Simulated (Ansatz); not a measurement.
**U-wB97X/3-21G run of PH2 (SMILES [PH2])**

Aim: the electronic atomisation energy of PH2 at U-wB97X/3-21G, from 3 runs. 

The results are computed with Ansatz 0.2.0.

46 further runs of the same task are left out: 46 set aside as unsound or not needed.

### Step 1. The system as given

PH2: 3 atoms, total charge 0, spin state doublet. SMILES: `[PH2]`. Geometry: relaxed at GFN2-xTB.

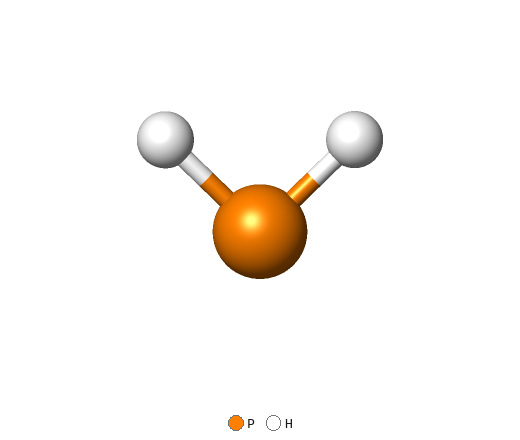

Viewed from a chosen angle; phosphorus orange, hydrogen white.

### Step 2. A single-point energy at U-wB97X/3-21G

Contents of run.yaml:

```yaml
crystal:
  periodic: [false, false, false]
  atoms:
    - {symbol: P, position_ang: [0.514470, -0.302750, 0.252680]}
    - {symbol: H, position_ang: [0.111510, 1.027360, 0.172420]}
    - {symbol: H, position_ang: [-0.625980, -0.724620, -0.425100]}
basis:
  gaussian: {orbitals: 3-21G.json}
accuracy: high
magnetization: {spin_polarized: true, initial_magnetization: 1}
hamiltonian: {xc: {name: wB97X}}
```

The basis set 3-21G is read from a file made from the Basis Set Exchange's data (not shown).

Launch:

```sh
$ ansatz run run.yaml --threads 1 --pin off --max-ram 2610MiB --events-out events.jsonl --progress --plain --runs-dir runs
```

Standard output:

```text
Warning: RAYON_NUM_THREADS=1 ignored (pool sized by the plan → 1); use --threads N
Functional definition: wB97X
  name "wB97X"
  parameter omega = 0.3/bohr
  parameter cx = 0.157706
  parameter cx1 = 0.726479
  parameter cx2 = 1.04760
  parameter cx3 = -5.70635
  parameter cx4 = 13.2794
  parameter css1 = -4.33879
  parameter css2 = 18.2308
  parameter css3 = -31.7430
  parameter css4 = 17.2901
  parameter cos1 = 2.37031
  parameter cos2 = -11.3995
  parameter cos3 = 6.58405
  parameter cos4 = -3.78132
  exchange = spin_sum(e_x_unif_sr(omega)*poly(b97_u_x, 1 - cx, cx1, cx2, cx3, cx4)) + cx*exact_x_sr(omega)
      + exact_x_lr(omega)
  correlation = spin_sum(e_c_pw_same_spin*poly(b97_u_same, 1, css1, css2, css3, css4))
      + integral(e_c_pw_opposite_spin*poly(b97_u_opposite, 1, cos1, cos2, cos3, cos4))
323 factors; integrals over basis functions are off by at most 2.1e-9 eV
124 factors; integrals over basis functions are off by at most 1.9e-9 eV
mean field evaluation 1: about -9271.6765 eV, gradient 4.0e0 eV
mean field evaluation 2: about -9271.8195 eV, gradient 1.0e0 eV
mean field evaluation 4: about -9271.8278 eV, gradient 8.4e-2 eV
mean field evaluation 8: about -9271.8148 eV, gradient 1.8e-3 eV
mean field evaluation 16: about -9271.8148 eV, gradient 7.5e-8 eV
mean field -9271.81475078 eV, -340.7329074295 hartree, gradient 7.3e-8 eV, S^2 0.752012; 0 other end points of the search recorded, 0 dependent functions left out
reference -9271.81474962 eV, -340.7329073866 hartree; 9, 8 occupied and 8, 9 virtual orbitals, 323 factors
Total energy: -9271.81474962 eV, -340.7329073866 hartree
```

Wall time 4.2 s (1 thread of Arm Neoverse V1, shared host); peak memory 0.26 GiB.

### Step 3. The H atom at the same level

Contents of input.yaml:

```yaml
crystal:
  periodic: [false, false, false]
  atoms:
    - {symbol: H, position_ang: [0.000000, 0.000000, 0.000000]}
basis:
  gaussian:
    orbitals: 3-21G.json
magnetization:
  spin_polarized: true
  initial_magnetization: 1
hamiltonian:
  xc: {name: wB97X}
accuracy: high
```

The basis set 3-21G is read from a file made from the Basis Set Exchange's data (not shown).

Run the same way, it converges to -0.49652 Eh (log not shown).

### Step 4. The P atom at the same level

Contents of run.yaml:

```yaml
crystal:
  periodic: [false, false, false]
  atoms:
    - {symbol: P, position_ang: [0.000000, 0.000000, 0.000000]}
basis:
  gaussian:
    orbitals: 3-21G.json
accuracy: high
hamiltonian:
  xc: {name: wB97X}
magnetization:
  spin_polarized: true
  initial_magnetization: 3
```

The basis set 3-21G is read from a file made from the Basis Set Exchange's data (not shown).

Run the same way, it converges to -339.52256 Eh (log not shown).

### Step 5. Outcome

Level: U-wB97X/3-21G.

```
                     quantity          value
       molecule: total energy  -340.73291 Eh
               molecule: ⟨S²⟩          0.752
         H atom: total energy    -0.49652 Eh
                 H atom: ⟨S²⟩          0.750
         P atom: total energy  -339.52256 Eh
                 P atom: ⟨S²⟩          3.751
electronic atomisation energy       5.913 eV
```

In words: Taking the molecule apart into free atoms costs 5.91 eV (136 kcal/mol), before zero-point energy and without spin-orbit coupling. The basis has no polarisation functions, which makes bonds too weak.
